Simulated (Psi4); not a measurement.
**C2F2O (SMILES O=C=C(F)F) at B3LYP/def2-SVPD**

Aim: the vertical ionisation energy of C2F2O at B3LYP/def2-SVPD, from 2 runs. 

The calculation is run with Psi4 1.11.

1 further run of the same task is left out (set aside as unsound or not needed).

## Step 1: Starting point

The species is C2F2O (5 atoms), meant as a singlet with charge 0. SMILES: `O=C=C(F)F`. The shape is that of a GFN2-xTB optimisation.

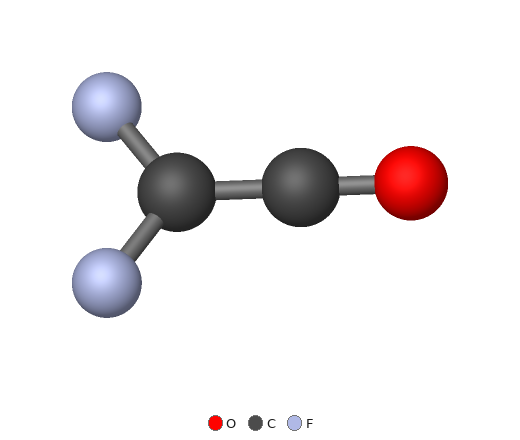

The structure, seen from a chosen angle (oxygen red, carbon dark grey, fluorine light blue).

## Step 2: Energy and gradient at B3LYP/def2-SVPD

The input, calc.inp:

```
memory 1.6 GB

molecule system {
  O      1.40901759    -1.70426840     3.08898412
  C      0.59424328    -0.71968330     1.30381654
  C     -0.32136682     0.38879225    -0.70564263
  F     -1.92496952    -0.72635403    -2.31234448
  F      0.24307547     2.76151348    -1.37479465
  units au
  symmetry c1
  no_reorient
  no_com
}

set puream true
set e_convergence 1e-09
set d_convergence 1e-08
set scf_type pk
set dft_radial_points 99
set dft_spherical_points 590

result = gradient('b3lyp/def2-SVPD')
```

The run is started by

```sh
$ psi4 calc.inp calc.out -n 1
```

calc.out:

```text
[...]
  Running in c1 symmetry.
[...]
  Nuclear repulsion =  155.583129217114106
[...]
  Multiplicity = 1
[...]
  Nalpha       = 19
  Nbeta        = 19
[...]
    Number of basis functions: 109
[...]
   @RKS iter   1:  -350.67551768934499   -1.51531e-01   4.95197e-03 ADIIS/DIIS
[...]
   @RKS iter  11:  -350.78623838977239   -2.61480e-12   6.59965e-09 DIIS
[...]
    Orbital Energies [Eh]
    ---------------------
    Doubly Occupied:
       1A    -24.760265     2A    -24.760261     3A    -19.247549
       4A    -10.380250     5A    -10.347580     6A     -1.289013
       7A     -1.235484     8A     -1.146088     9A     -0.813487
      10A     -0.646851    11A     -0.606648    12A     -0.553210
      13A     -0.551363    14A     -0.487048    15A     -0.484613
      16A     -0.480071    17A     -0.474886    18A     -0.456012
      19A     -0.259813
[...]
  @RKS Final Energy:  -350.78623838977239
   => Energetics <=
    Nuclear Repulsion Energy =            155.5831292171141058
    One-Electron Energy =                -791.4388705047654184
    Two-Electron Energy =                 317.5823314554977514
    DFT Exchange-Correlation Energy =     -32.5128285576188603
    Empirical Dispersion Energy =           0.0000000000000000
    VV10 Nonlocal Energy =                  0.0000000000000000
    Total Energy =                       -350.7862383897723930
[...]
 Multipole Moments:
 ------------------------------------------------------------------------------------
     Multipole            Electronic (a.u.)      Nuclear  (a.u.)        Total (a.u.)
 ------------------------------------------------------------------------------------
 L = 1.  Multiply by 2.5417464519 to convert [e a0] to [Debye]
 Dipole X            :          2.2530850           -2.2276470            0.0254380
 Dipole Y            :         -2.7281971            2.6969416           -0.0312555
 Dipole Z            :          4.9395283           -4.8833358            0.0561925
 Magnitude           :                                                    0.0691491
[...]
  -Total Gradient:
     Atom            X                  Y                   Z
    ------   -----------------  -----------------  -----------------
       1       -0.006501577379     0.007880837763    -0.014266232388
       2       -0.000242835042     0.000297594553    -0.000525261487
       3        0.010849548726    -0.013081312947     0.023718443303
       4       -0.003545594330     0.000068967379    -0.005121292900
       5       -0.000552039913     0.004824176707    -0.003788879271
[...]
```

Run time: 24 s. Hardware: 1 thread of Intel Xeon Platinum 8488C (Sapphire Rapids), shared host; peak memory 0.55 GiB.

## Step 3: The doublet cation: the energy at UB3LYP/def2-SVPD

The input, c2f2o.xyz:

```xyz
5
C2F2O
O      0.745620    -0.901860     1.634620
C      0.314460    -0.380840     0.689950
C     -0.170060     0.205740    -0.373410
F     -1.018650    -0.384370    -1.223640
F      0.128630     1.461330    -0.727510
```

The input, run.py:

```python
import psi4

psi4.set_memory(1600000000)
psi4.set_num_threads(1)
psi4.set_output_file('c2f2o.out', False)

with open('c2f2o.xyz') as f:
    atoms = ''.join(f.readlines()[2:])
molecule = psi4.geometry('1 2\n' + atoms + 'symmetry c1\nno_reorient\nno_com')

psi4.set_options({
    'basis': 'def2-SVPD',
    'reference': 'uks',
    'puream': True,
    'e_convergence': 1e-09,
    'd_convergence': 1e-08,
    'scf_type': 'pk',
    'dft_radial_points': 99,
    'dft_spherical_points': 590,
    'maxiter': 200,
})

E, wfn = psi4.energy("b3lyp", return_wfn=True)
psi4.oeprop(wfn, "MAYER_INDICES", "QUADRUPOLE", "WIBERG_LOWDIN_INDICES", title="B3LYP")
print(f'total energy {E:.8f} hartree = {E * 27.211386:.5f} eV')
```

The run is started by

```sh
$ python run.py
```

c2f2o.out:

```text
[...]
  Running in c1 symmetry.
[...]
  Nuclear repulsion =  155.583129242461922
[...]
  Multiplicity = 2
[...]
  Nalpha       = 19
  Nbeta        = 18
[...]
    Number of basis functions: 109
[...]
   @UKS iter   1:  -350.33844699192878    1.85539e-01   4.25433e-03 ADIIS/DIIS
[...]
   @UKS iter  15:  -350.41858351765899   -4.71800e-12   6.23611e-09 DIIS
[...]
   @S^2 Observed:                7.550268770E-01
[...]
    Orbital Energies [Eh]
    ---------------------
    Alpha Occupied:
       1A    -25.054118     2A    -25.054107     3A    -19.587715
       4A    -10.733966     5A    -10.678569     6A     -1.577629
       7A     -1.520718     8A     -1.463628     9A     -1.153611
      10A     -0.931529    11A     -0.891356    12A     -0.858816
      13A     -0.852903    14A     -0.793315    15A     -0.784672
      16A     -0.761469    17A     -0.757888    18A     -0.731305
      19A     -0.589254
    Alpha Virtual:
      20A     -0.420614    21A     -0.283734    22A     -0.215957
      23A     -0.212298    24A     -0.101211    25A     -0.097717
[...]
  @UKS Final Energy:  -350.41858351765899
   => Energetics <=
    Nuclear Repulsion Energy =            155.5831292424619221
    One-Electron Energy =                -780.1595905355039804
    Two-Electron Energy =                 306.3263143985039392
    DFT Exchange-Correlation Energy =     -32.1684366231209182
    Empirical Dispersion Energy =           0.0000000000000000
    VV10 Nonlocal Energy =                  0.0000000000000000
    Total Energy =                       -350.4185835176589876
[...]
 Multipole Moments:
 ------------------------------------------------------------------------------------
     Multipole            Electronic (a.u.)      Nuclear  (a.u.)        Total (a.u.)
 ------------------------------------------------------------------------------------
 L = 1.  Multiply by 2.5417464519 to convert [e a0] to [Debye]
 Dipole X            :          2.4244190           -2.2276470            0.1967720
 Dipole Y            :         -2.9354519            2.6969415           -0.2385104
 Dipole Z            :          5.3147924           -4.8833358            0.4314566
 Magnitude           :                                                    0.5308119
 L = 2.  Multiply by 1.3450342976 to convert [e a0^2] to [Debye ang]
 Quadrupole XX       :        -68.7258694           52.5023948          -16.2234745
 Quadrupole XY       :          3.5631066           -3.9012346           -0.3381281
[...]
```

Standard output:

```text
Memory set to   1.490 GiB by Python driver.
  Threads set to 1 by Python driver.
total energy -350.41858352 hartree = -9535.37534 eV
```

Run time: 31 s. Hardware: 1 thread of Intel Xeon Platinum 8488C (Sapphire Rapids), shared host; peak memory 0.55 GiB.

## Step 4: Outcome

At B3LYP/def2-SVPD:

```
                                          quantity          value
                       singlet C2F2O: total energy  -350.78624 Eh
                      singlet C2F2O: dipole moment         0.18 D
                        singlet C2F2O: HOMO energy       -7.07 eV
                        singlet C2F2O: LUMO energy       -3.18 eV
                      singlet C2F2O: HOMO–LUMO gap        3.89 eV
           singlet C2F2O: largest force on an atom     1.500 eV/Å
                      doublet cation: total energy  -350.41858 Eh
doublet cation: HOMO energy (highest over α and β)      -16.03 eV
 doublet cation: LUMO energy (lowest over α and β)      -12.95 eV
                              doublet cation: ⟨S²⟩          0.755
vertical ionisation energy (to the doublet cation)      10.004 eV
```

Removing an electron at fixed nuclei costs 10.00 eV (231 kcal/mol). The largest force (singlet C2F2O) is 1.50 eV/Å: the shape isn't a stationary point for this species at this level. −ε(HOMO) before ionisation, 7.07 eV, is 2.93 eV below this ionisation energy.
